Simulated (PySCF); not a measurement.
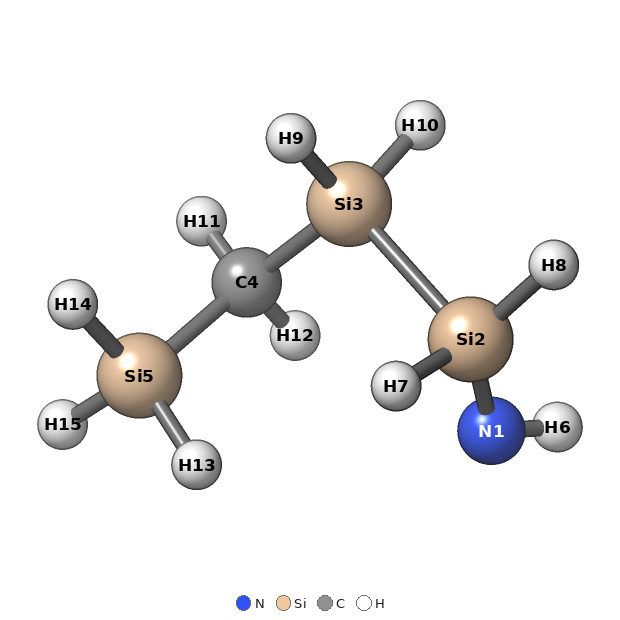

State: neutral, doublet. The geometry was computed by an optimisation with GFN2-xTB. No frequency run is at hand to confirm it as a minimum. Level of theory: UKS B3LYP, pcH-1 on C H N Si, non-relativistic (PySCF 2.14.0).

Give the isotropic hyperfine couplings (Fermi-contact term alone) of N1, Si2, Si3, C4, Si5, H6, H7, H8, H9, H10, H11, H12, H13, H14, H15.

```csv
atom,isotope,a_iso (MHz)
N1,14N,23.7
Si2,29Si,60.7
Si3,29Si,−141.6
C4,13C,−3.7
Si5,29Si,0.1
H6,1H,−47.3
H7,1H,67.4
H8,1H,31.8
H9,1H,39.0
H10,1H,8.3
H11,1H,6.9
H12,1H,−1.0
H13,1H,0.1
H14,1H,0.3
H15,1H,0.0
```

The geometry is semi-empirical. Around Si such bond lengths and angles can be off by a tenth of an ångström or more and by several degrees, and values that hang on the shape move with them.
